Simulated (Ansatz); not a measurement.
# CH4ClFOSSi2: two geometries relaxed

Are the two ends of the rotation by 120° about the Si4–Si5 bond separate minima, and which lies lower? Each is relaxed from a guess. SMILES of the start: FC1O[SiH]1[SiH](S)Cl.

All numbers below are computed with Ansatz 0.2.0 (RKS PBE0/def2-SVP).

### 1 The system as given

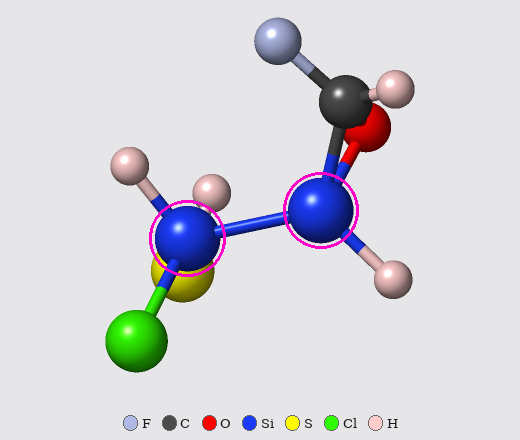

Start, viewed from a free direction; fluorine light blue, carbon dark grey, oxygen red, silicon blue, sulfur yellow, chlorine green, hydrogen pink. Ringed: Si4, Si5.

Structure file:

```xyz
11

F     1.5208   -1.9846    0.6347
C     0.5402   -1.3470    1.4551
O    -0.8324   -1.2953    0.9808
Si   -0.1234    0.2583    0.9807
Si    0.2177    0.9747   -1.1213
S    -1.5633    1.0782   -2.3095
Cl    1.0559    2.8686   -1.0625
H     0.7838   -1.5619    2.4836
H    -0.9062    1.0715    2.0569
H     1.1990    0.1343   -1.8055
H    -1.8267   -0.2538   -2.2725
```

### 2 End point A

File input.yaml:

```yaml
crystal:
  periodic: [false, false, false]
  atoms:
    - { symbol: F, position_ang: [1.5208, -1.9846, 0.6347] }
    - { symbol: C, position_ang: [0.5402, -1.347, 1.4551] }
    - { symbol: O, position_ang: [-0.8324, -1.2953, 0.9808] }
    - { symbol: Si, position_ang: [-0.1234, 0.2583, 0.9807] }
    - { symbol: Si, position_ang: [0.2177, 0.9747, -1.1213] }
    - { symbol: S, position_ang: [-1.5633, 1.0782, -2.3095] }
    - { symbol: Cl, position_ang: [1.0559, 2.8686, -1.0625] }
    - { symbol: H, position_ang: [0.7838, -1.5619, 2.4836] }
    - { symbol: H, position_ang: [-0.9062, 1.0715, 2.0569] }
    - { symbol: H, position_ang: [1.199, 0.1343, -1.8055] }
    - { symbol: H, position_ang: [-1.8267, -0.2538, -2.2725] }
basis:
  gaussian: { orbitals: def2-SVP }
hamiltonian:
  xc: pbe0
relax:
  f_tol: 0.015
  max_steps: 40
```

Started as:

```console
> ansatz run input.yaml --threads 2 --pin off --max-ram 3072MiB --backend cpu --events-out ev --progress --plain --runs-dir out
```

The program printed, shortened:

```text
Warning: RAYON_NUM_THREADS=2 ignored (pool sized by the plan → 2); use --threads N
[...]
Functional definition: PBE0
[...]
1353 factors; integrals over basis functions are off by at most 3.2e-4 eV
[...]
mean field -44942.97843607 eV, -1651.6239940807 hartree, gradient 4.6e-5 eV, S^2 0.000000; 0 other end points of the search recorded, 0 dependent functions left out
[...]
reference -44942.97846264 eV, -1651.6239950572 hartree; 44, 44 occupied and 90, 90 virtual orbitals, 1353 factors
relax step   1: F+E_penalty+E_count = -44942.97843607 eV  Δ(F+E_penalty+E_count) = +0.000e0 eV  max|allowed force component| = 2.122e0 eV/Å  Δτ_max = 0.0000 Å  (28 SCF iters, accepted)
[...]
relax step   6: F+E_penalty+E_count = -44943.50077486 eV  Δ(F+E_penalty+E_count) = -1.288e-3 eV  max|allowed force component| = 5.114e-2 eV/Å  Δτ_max = 0.0170 Å  (31 SCF iters, accepted)
[...]
relax step  11: F+E_penalty+E_count = -44943.51586194 eV  Δ(F+E_penalty+E_count) = -8.104e-3 eV  max|allowed force component| = 1.657e-1 eV/Å  Δτ_max = 0.1954 Å  (29 SCF iters, accepted)
[...]
relax step  16: F+E_penalty+E_count = -44943.54963209 eV  Δ(F+E_penalty+E_count) = -9.915e-3 eV  max|allowed force component| = 3.204e-1 eV/Å  Δτ_max = 0.1844 Å  (29 SCF iters, accepted)
[...]
relax step  20: F+E_penalty+E_count = -44943.58334079 eV  Δ(F+E_penalty+E_count) = -9.064e-3 eV  max|allowed force component| = 2.247e-1 eV/Å  Δτ_max = 0.1236 Å  (30 SCF iters, accepted)
relax step  21: F+E_penalty+E_count = -44943.59093391 eV  Δ(F+E_penalty+E_count) = -7.593e-3 eV  max|allowed force component| = 3.055e-1 eV/Å  Δτ_max = 0.0847 Å  (30 SCF iters, accepted)
```

### 3 More of the same log: end point A relaxed

The log, continued, shortened:

```text
relax step  22: F+E_penalty+E_count = -44943.59756588 eV  Δ(F+E_penalty+E_count) = -6.632e-3 eV  max|allowed force component| = 1.726e-1 eV/Å  Δτ_max = 0.1163 Å  (30 SCF iters, accepted)
[...]
relax step  24: F+E_penalty+E_count = -44943.60042733 eV  Δ(F+E_penalty+E_count) = +4.067e-3 eV  max|allowed force component| = 6.017e-1 eV/Å  Δτ_max = 0.1798 Å  (29 SCF iters, rejected (line search))
[...]
relax step  26: F+E_penalty+E_count = -44943.61049512 eV  Δ(F+E_penalty+E_count) = -4.134e-3 eV  max|allowed force component| = 1.675e-1 eV/Å  Δτ_max = 0.0973 Å  (30 SCF iters, accepted)
[...]
relax step  28: F+E_penalty+E_count = -44943.61277749 eV  Δ(F+E_penalty+E_count) = -2.282e-3 eV  max|allowed force component| = 6.988e-2 eV/Å  Δτ_max = 0.0220 Å  (30 SCF iters, accepted)
[...]
Atom 1 at     0.070650    -1.448634     1.251375 Å, force    -0.008618     0.004414    -0.001033 eV/Å
Atom 2 at    -1.086987    -0.694846     1.068220 Å, force     0.012003    -0.001745     0.002843 eV/Å
Atom 3 at     0.283151     0.367753     0.976492 Å, force    -0.008499     0.002637     0.002434 eV/Å
Atom 4 at     0.466193     1.153510    -1.213852 Å, force     0.004302     0.011535     0.005975 eV/Å
Atom 5 at    -0.671678    -0.187400    -2.403853 Å, force    -0.002060    -0.002968    -0.004827 eV/Å
Atom 6 at    -0.265389     3.102714    -1.158350 Å, force     0.002273    -0.008008    -0.001662 eV/Å
Atom 7 at     0.138133    -1.955156     2.227119 Å, force     0.000413     0.000341     0.002054 eV/Å
Atom 8 at     0.396754     1.311282     2.121539 Å, force     0.001125    -0.002412    -0.002826 eV/Å
Atom 9 at     1.844969     1.235383    -1.761449 Å, force    -0.001810    -0.000203    -0.000693 eV/Å
Atom 10 at    -1.410552    -0.605587    -1.346387 Å, force    -0.000066     0.000229     0.002066 eV/Å
Dipole moment:     0.333881     0.077464     0.374637 e Å
```

It took 2 min on 2 threads of Intel Xeon 6975P-C (Granite Rapids), shared host; peak memory 0.41 GiB.

The steps of the relaxation, one in 2:

```
step  energy from step 1 (eV)  largest force component (eV/Å)
   1                   0.0000                          2.1220
   3                  -0.4917                          0.7367
   5                  -0.5211                          0.1045
   7                  -0.5230                          0.0372
   9                  -0.5264                          0.1838
  11                  -0.5374                          0.1657
  13                  -0.5474                          0.3374
  15                  -0.5613                          0.0813
  17                  -0.5799                          0.2533
  19                  -0.5958                          0.3365
  21                  -0.6125                          0.3055
  23                  -0.6261                          0.1510
  25                  -0.6279                          0.1032
 27x                  -0.6319                          0.1465
  29                  -0.6348                          0.0566
  31                  -0.6354                          0.0217
  32                  -0.6354                          0.0120
```

Step 1 is the start. 2 steps were tried and not accepted (marked x).

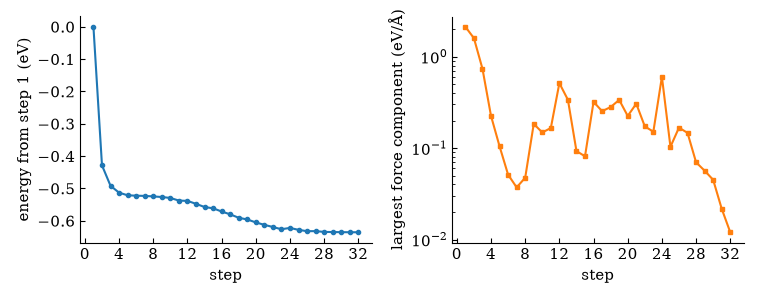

Energy and largest force along the relaxation.

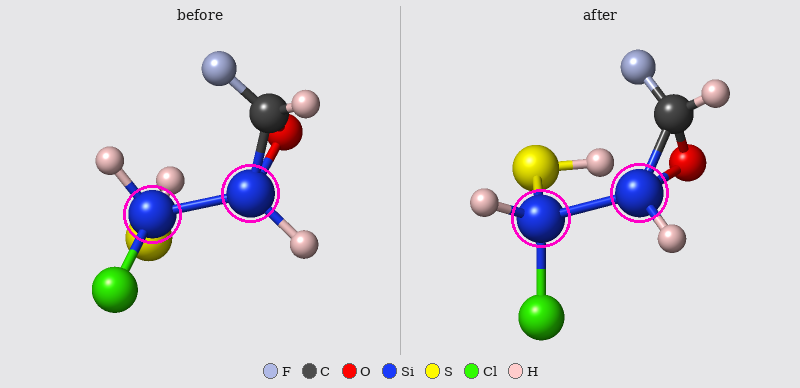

Before and after, at one scale.

After: Bond lengths: F1–C2 1.350 Å, C2–O3 1.394 Å, C2–Si4 1.849 Å, O3–Si4 1.736 Å, Si4–Si5 2.334 Å, Si5–S6 2.123 Å, Si5–Cl7 2.083 Å, C2–H8 1.101 Å, Si4–H9 1.488 Å, Si5–H10 1.486 Å, S6–H11 1.356 Å. Angles (14 of 20 angles, heavy atoms first): F1–C2–O3 113.6°, F1–C2–Si4 121.1°, O3–C2–Si4 62.9°, C2–O3–Si4 71.5°, C2–Si4–O3 45.6°, C2–Si4–Si5 118.6°, O3–Si4–Si5 108.5°, Si4–Si5–S6 105.7°, Si4–Si5–Cl7 105.2°, S6–Si5–Cl7 114.7°, F1–C2–H8 109.8°, O3–C2–H8 114.6°, Si4–C2–H8 125.2°, C2–Si4–H9 121.1°.

### 4 End point B

The second end starts from a geometry with the move made by hand.

File input.yaml:

```yaml
crystal:
  periodic: [false, false, false]
  atoms:
    - { symbol: F, position_ang: [1.5208, -1.9846, 0.6347] }
    - { symbol: C, position_ang: [0.5402, -1.347, 1.4551] }
    - { symbol: O, position_ang: [-0.8324, -1.2953, 0.9808] }
    - { symbol: Si, position_ang: [-0.1234, 0.2583, 0.9807] }
    - { symbol: Si, position_ang: [0.2177, 0.9747, -1.1213] }
    - { symbol: S, position_ang: [1.55154, -0.25814, -2.25949] }
    - { symbol: Cl, position_ang: [-1.59815, 1.03799, -2.11709] }
    - { symbol: H, position_ang: [0.7838, -1.5619, 2.4836] }
    - { symbol: H, position_ang: [-0.9062, 1.0715, 2.0569] }
    - { symbol: H, position_ang: [0.71557, 2.34926, -1.12905] }
    - { symbol: H, position_ang: [2.63853, -0.0395, -1.47487] }
basis:
  gaussian: { orbitals: def2-SVP }
hamiltonian:
  xc: pbe0
relax:
  f_tol: 0.015
  max_steps: 40
```

Started as:

```console
> ansatz run input.yaml --threads 2 --pin off --max-ram 3072MiB --backend cpu --events-out ev --progress --plain --runs-dir out
```

The program printed, shortened:

```text
Warning: RAYON_NUM_THREADS=2 ignored (pool sized by the plan → 2); use --threads N
[...]
[... 1 set-up line as earlier in the session ...]
[...]
1356 factors; integrals over basis functions are off by at most 3.2e-4 eV
[...]
mean field -44942.87982744 eV, -1651.6203702803 hartree, gradient 3.2e-5 eV, S^2 0.000000; 0 other end points of the search recorded, 0 dependent functions left out
[...]
reference -44942.87985390 eV, -1651.6203712528 hartree; 44, 44 occupied and 90, 90 virtual orbitals, 1356 factors
relax step   1: F+E_penalty+E_count = -44942.87982744 eV  Δ(F+E_penalty+E_count) = +0.000e0 eV  max|allowed force component| = 2.272e0 eV/Å  Δτ_max = 0.0000 Å  (28 SCF iters, accepted)
[...]
relax step   8: F+E_penalty+E_count = -44943.52322647 eV  Δ(F+E_penalty+E_count) = -1.342e-2 eV  max|allowed force component| = 2.517e-1 eV/Å  Δτ_max = 0.2000 Å  (29 SCF iters, accepted)
[...]
Atom 1 at     0.901465    -1.091784     1.582231 Å, force    -0.008688    -0.002510    -0.001136 eV/Å
Atom 2 at    -0.044670    -1.559413     0.672173 Å, force     0.003576    -0.002330     0.001832 eV/Å
Atom 3 at    -0.260886     0.152457     0.860506 Å, force     0.000525     0.005059    -0.001185 eV/Å
Atom 4 at     0.326655     1.201553    -1.140152 Å, force     0.000053    -0.000178     0.002501 eV/Å
Atom 5 at     1.504099    -0.209518    -2.204513 Å, force    -0.000507    -0.002300     0.000302 eV/Å
Atom 6 at    -1.478478     1.692939    -2.053996 Å, force    -0.000897    -0.000185    -0.000781 eV/Å
Atom 7 at     0.819567    -1.525613     2.591382 Å, force     0.002043     0.000236     0.000088 eV/Å
Atom 8 at    -1.515338     0.532432     1.564375 Å, force    -0.001166    -0.000145     0.000773 eV/Å
Atom 9 at     1.091722     2.468237    -1.008054 Å, force     0.000806     0.000627    -0.000594 eV/Å
Atom 10 at     0.990339    -1.258569    -1.515338 Å, force     0.000722     0.002004    -0.001380 eV/Å
Dipole moment:    -0.117420     0.232687     0.436649 e Å
```

Run time: 95 s. Hardware: 2 threads of Intel Xeon 6975P-C (Granite Rapids), shared host; peak memory 0.41 GiB.

Step by step, one in 2:

```
step  energy from step 1 (eV)  largest force component (eV/Å)
   1                   0.0000                          2.2716
   3                  -0.5329                          0.6932
   5                  -0.5767                          0.3504
   7                  -0.6300                          0.1947
   9                  -0.6676                          0.3858
  11                  -0.6862                          0.3018
 13x                  -0.6917                          0.7292
  15                  -0.7133                          0.2502
  17                  -0.7218                          0.1318
  19                  -0.7249                          0.0578
  21                  -0.7283                          0.1955
  23                  -0.7318                          0.0888
 25x                  -0.7330                          0.1003
  27                  -0.7340                          0.0380
  29                  -0.7340                          0.0170
  30                  -0.7340                          0.0087
```

Step 1 is the start. 2 steps were tried and not accepted (marked x).

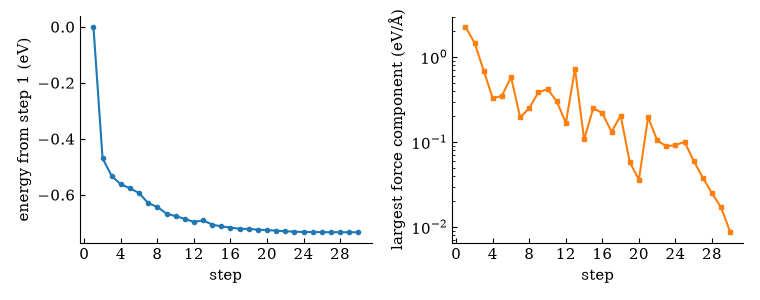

Energy and largest force along the relaxation.

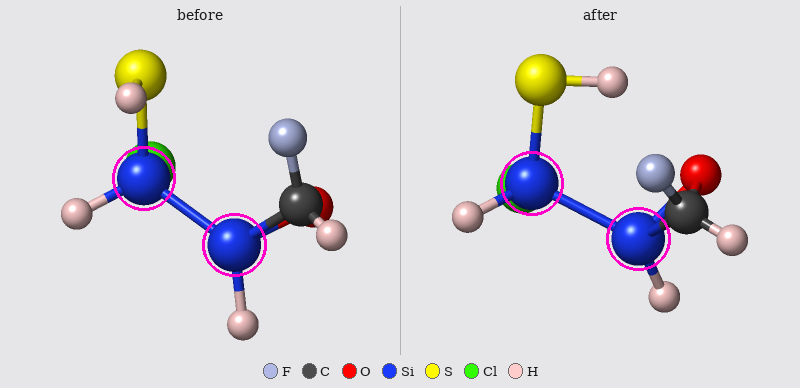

Before and after, at one scale.

After: Bond lengths: F1–C2 1.350 Å, C2–O3 1.394 Å, C2–Si4 1.849 Å, O3–Si4 1.736 Å, Si4–Si5 2.334 Å, Si5–S6 2.124 Å, Si5–Cl7 2.082 Å, C2–H8 1.101 Å, Si4–H9 1.488 Å, Si5–H10 1.486 Å, S6–H11 1.356 Å. Angles (14 of 20 angles, heavy atoms first): F1–C2–O3 113.6°, F1–C2–Si4 121.1°, O3–C2–Si4 62.9°, C2–O3–Si4 71.5°, C2–Si4–O3 45.6°, C2–Si4–Si5 118.6°, O3–Si4–Si5 108.6°, Si4–Si5–S6 105.7°, Si4–Si5–Cl7 105.3°, S6–Si5–Cl7 114.7°, F1–C2–H8 109.8°, O3–C2–H8 114.6°, Si4–C2–H8 125.2°, C2–Si4–H9 121.1°.

### 5 Results

| quantity | value |
| --- | --- |
| end A | 29 moves, 0.635 eV lower |
| end B | 27 moves, 0.734 eV lower |
| largest difference between the ends | 0.00 Å |
| end B relative to end A | -0.000 eV |

**Reading.** The two relaxations end at one structure, within 0.00 Å: no second minimum was found from this start, which doesn't rule one out.
